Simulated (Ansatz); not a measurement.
# Calculations on BH2F and related structures

## 1. Relaxation

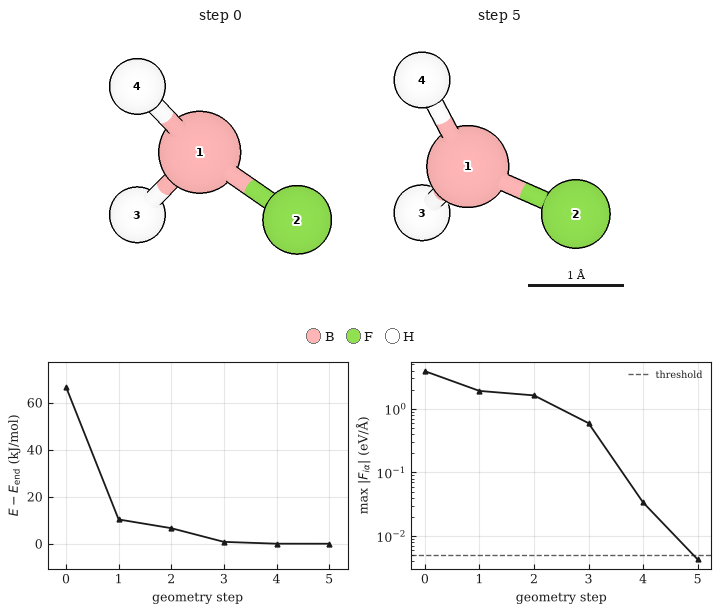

First and last geometry of a relaxation of BH₂F, with the history of the run. Style: ball-and-stick. Shown from a free direction.

It is one of the separated reactants of a reaction.

Theory: RKS PBE0-D4/def2-TZVP in Ansatz. Settings: force threshold 0.005 eV/Å; at most 200 steps.

Question: Read the history and describe the run.

Answer: It converged. B1 moves most after the best rigid fit: 0.23 Å. Largest moves by element: B 0.23 Å, H 0.09 Å, F 0.08 Å. Some distances before and after: B1–F2 1.396 → 1.317 Å, B1–H3 1.217 → 1.198 Å. Bond angles that change, for instance: H3–B1–H4 114.7° → 124.4°, F2–B1–H3 114.2° → 117.8°. The energy falls by 66.7 kJ/mol in 5 geometry steps. The largest force component goes from 3.9 to 0.0043 eV/Å.

```json
{"step": "0", "E − E(0), kJ/mol": "0.00", "largest force component, eV/Å": "3.9070"}
{"step": "1", "E − E(0), kJ/mol": "-56.37", "largest force component, eV/Å": "1.9120"}
{"step": "2", "E − E(0), kJ/mol": "-60.08", "largest force component, eV/Å": "1.6260"}
{"step": "3", "E − E(0), kJ/mol": "-65.90", "largest force component, eV/Å": "0.5953"}
{"step": "4", "E − E(0), kJ/mol": "-66.68", "largest force component, eV/Å": "0.0338"}
{"step": "5", "E − E(0), kJ/mol": "-66.69", "largest force component, eV/Å": "0.0043"}
```

## 2. Relaxation

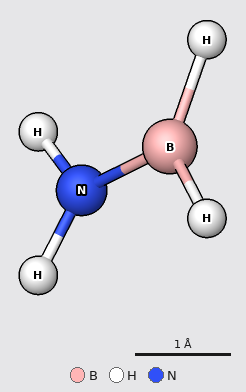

BNH₄, before the relaxation. The picture is a ball-and-stick view, seen from a free direction.

It is one of the separated products of a reaction.

The calculation used RKS PBE0-D4/def2-TZVP (Ansatz 0.2.0).

The input:
```yaml
crystal:
  periodic: [false, false, false]
  atoms:
    - {symbol: B, position_ang: [-0.542698, -0.812525, 0.511114]}
    - {symbol: H, position_ang: [-1.573192, -1.112298, -0.011741]}
    - {symbol: H, position_ang: [0.167240, -1.610499, 1.044396]}
    - {symbol: N, position_ang: [-0.132974, 0.524345, 0.466528]}
    - {symbol: H, position_ang: [-0.735525, 1.263268, 0.138170]}
    - {symbol: H, position_ang: [0.661926, 0.863230, 0.986323]}
basis:
  gaussian: {orbitals: def2-TZVP}
hamiltonian: {xc: pbe0, dispersion: d4}
relax: {f_tol: 0.005, max_steps: 200}
```

> What does the optimiser find from here?

N4 moves most after the best rigid fit: 0.074 Å. By element the largest moves are N 0.074 Å, H 0.029 Å, B 0.008 Å. Near-neighbour distances that change, for instance: B1–N4 1.399 → 1.385 Å. After 5 geometry steps the energy has fallen by 2.24 kJ/mol. The largest force component goes from 0.56 to 0.00093 eV/Å. The run took roughly 7 core-seconds on a shared host.

History of the run:

```tsv
step	E − E(0), kJ/mol	largest force component, eV/Å
0	0.00	0.5565
1	-1.79	0.4075
2	-1.84	0.2897
3	-2.18	0.0714
4	-2.23	0.0665
5	-2.24	0.0009
```

The structure at the end:

```xyz
6

B    -0.5427   -0.8050    0.5146
H    -1.5680   -1.1151   -0.0196
H     0.1707   -1.6128    1.0356
N    -0.1705    0.5289    0.5305
H    -0.7210    1.2598    0.1128
H     0.6763    0.8598    0.9609
```

The end point in the same view:

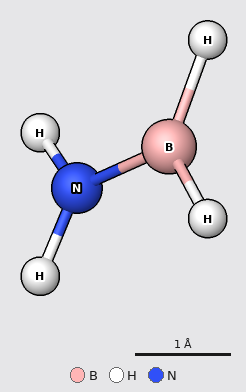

## 3. Reaction

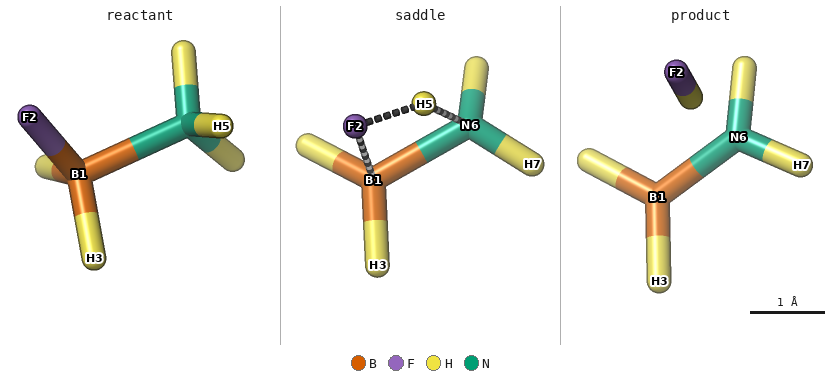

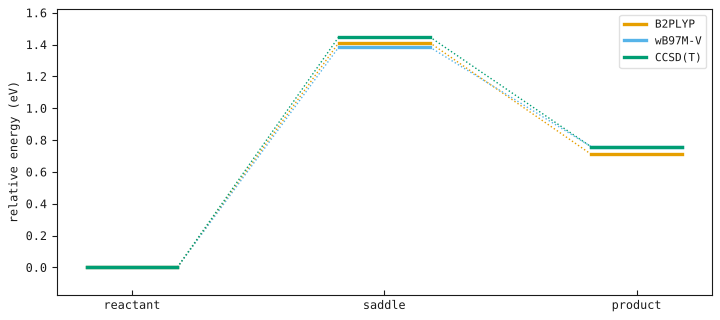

A reaction step of BNH₅F, with its energy diagram. The picture is a stick view, seen from a free direction. Dashed sticks mark bonds that form or break.

Stationary points at PBE0-D4/def2-TZVP, single-point energies with B2PLYP, wB97M-V, CCSD(T) (def2-TZVPP where no basis is named; Ansatz 0.2.0). The energies are electronic, without zero-point or thermal terms, and both ends are the minima reached downhill from the saddle, with any fragments still in contact.

### Describe the step and its energetics.

Counted by bonded pieces, the reactant holds BH₅NF and the product holds BH₄N + HF. From the reactant over the saddle to the product, a bond forms: F–H (2.62 → 1.08 → 0.94 Å). Bonds break: B–F (1.40 → 1.79 → 3.36 Å), H–N (1.02 → 1.40 → 1.90 Å). Bonds that stay but change much: B–N (1.66 → 1.51 → 1.40 Å). The saddle has one imaginary mode, 727i cm⁻¹. With B2PLYP the barrier is 1.41 eV from the reactant and 0.70 eV from the product, and the product lies 0.71 eV above the reactant.

| level | barrier from the reactant (eV) | barrier from the product (eV) | the product less the reactant (eV) |
| --- | --- | --- | --- |
| B2PLYP | 1.41 | 0.70 | 0.71 |
| wB97M-V | 1.38 | 0.63 | 0.76 |
| CCSD(T) | 1.45 | 0.69 | 0.76 |

## 4. Reaction

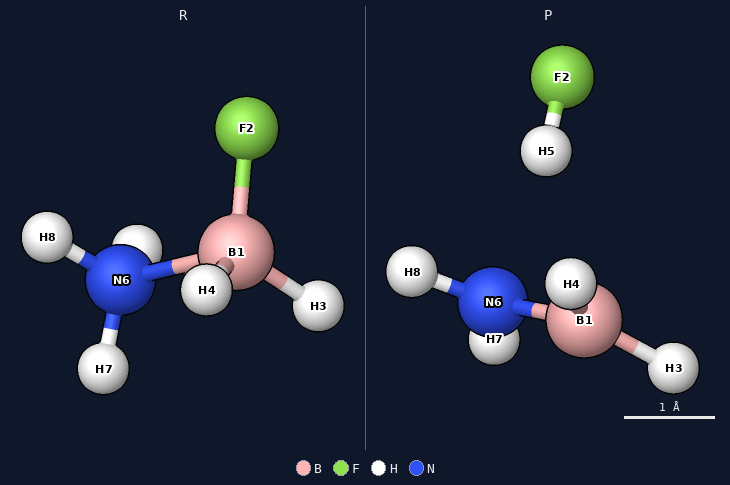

Reactant (R) and product (P) of one elementary step of BNH5F. A ball-and-stick model, seen at a tilt.

Stationary points at PBE0-D4/def2-TZVP, single-point energies with CCSD(T)/CBS, B97M-V, BLYP-D4 (def2-TZVPP where no basis is named; Ansatz 0.2.0). The energies are electronic, without zero-point or thermal terms, and both ends are the minima reached downhill from the saddle, with any fragments still in contact. CCSD(T)/CBS stands for a frozen-core estimate: MP2 correlation extrapolated from def2-TZVPP and def2-QZVPP, CCSD(T) minus MP2 from the smaller set.

R:
```xyz
8

B    -0.0605   -0.8212   -0.1914
F     1.0348   -0.9872   -1.0405
H    -1.1393   -0.9441   -0.7403
H     0.0393   -1.4064    0.8705
H    -0.0483    1.3567   -0.6223
N     0.0156    0.7825    0.2131
H    -0.7414    1.0339    0.8405
H     0.8997    0.9856    0.6703
```

P:
```xyz
8

B    -0.5338   -0.8332    0.4867
F     1.3337    0.5498   -1.9387
H    -1.5559   -1.1353   -0.0511
H     0.1845   -1.6335    1.0051
H     0.8296    0.4453   -1.1572
N    -0.1442    0.5104    0.4785
H    -0.7557    1.2482    0.1642
H     0.6418    0.8481    1.0124
```

> What is the transition state like, and how high is the barrier?

Counted by bonded pieces, R holds BH₅NF and P holds BH₄N + HF. From R over the saddle to P, a bond forms: F2–H5 (2.62 → 1.08 → 0.94 Å). Bonds break: B1–F2 (1.40 → 1.79 → 3.36 Å), H5–N6 (1.02 → 1.40 → 1.90 Å). Bonds that stay but change much: B1–N6 (1.66 → 1.51 → 1.40 Å). The saddle has one imaginary mode, 727i cm⁻¹. With CCSD(T)/CBS the barrier is 139.2 kJ/mol from R and 70.1 kJ/mol from P, and P lies 69.1 kJ/mol above R.

```
      level  barrier from R (kJ/mol)  barrier from P (kJ/mol)  P less R (kJ/mol)
CCSD(T)/CBS                    139.2                     70.1               69.1
     B97M-V                    146.6                     66.3               80.4
    BLYP-D4                    124.0                     63.1               60.9
```

Against CCSD(T)/CBS, B97M-V comes closest on the barrier from R (+7.4 kJ/mol) and BLYP-D4 misses most (−15.2 kJ/mol).

Saddle geometry:

```xyz
8

B    -0.2301   -0.7074    0.0455
F     0.7526   -0.3702   -1.4149
H    -1.2942   -1.0038   -0.4062
H     0.4344   -1.4986    0.6427
H     0.6346    0.5093   -0.8056
N    -0.0295    0.7430    0.3990
H    -0.8248    1.3616    0.3505
H     0.5569    0.9661    1.1889
```

The saddle point in the same view, with dashed sticks for the bonds that form or break:

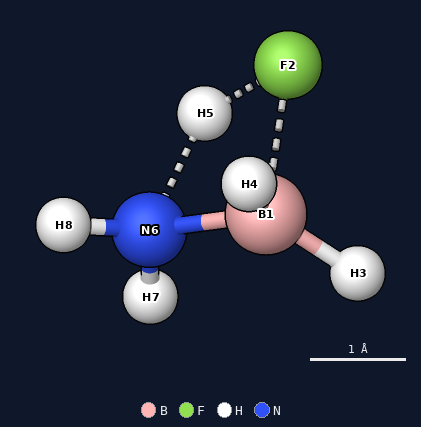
